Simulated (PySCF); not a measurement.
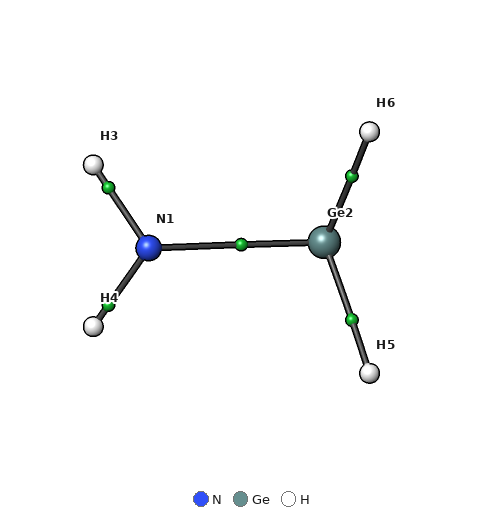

Figure. GeH4N, doublet, SMILES `[NH2][GeH2]`. Molecular graph of the electron density (QTAIM): bond paths, bond critical points (green), ring points (magenta, if any); weak paths are dashed.

Computed with PySCF, TPSSh/6-311G**, geometry: GFN2-xTB. No frequency check shows the geometry to be a minimum. The stability of the open-shell solution wasn't checked. GFN2-xTB bond lengths at metals and heavier atoms can be off by up to 0.1 Å and shapes distorted, which carries into these values. GFN2-xTB doesn't know the spin state, so this open-shell geometry is rough.

### How many critical points of each kind are there, and does the count close?

6 nuclei, 5 bond, 0 ring and 0 cage critical points: 6 − 5 + 0 − 0 = 1, as the Poincaré–Hopf relation requires.

### What does the calculation give at each kind of bond critical point?

```csv
bond,length (Å),ρ (a.u.),∇²ρ (a.u.),ε,H (a.u.)
N1–H3 (2 alike),1.009,0.339,−1.52,0.03,−0.442
N1–Ge2,1.835,0.134,+0.39,0.13,−0.063
Ge2–H5 (2 alike),1.566,0.125,+0.01,0.02,−0.078
```

### What kind of interaction is N1–H3?

Shared-shell (covalent): ρ = 0.339, ∇²ρ = −1.52, H = −0.442 a.u.
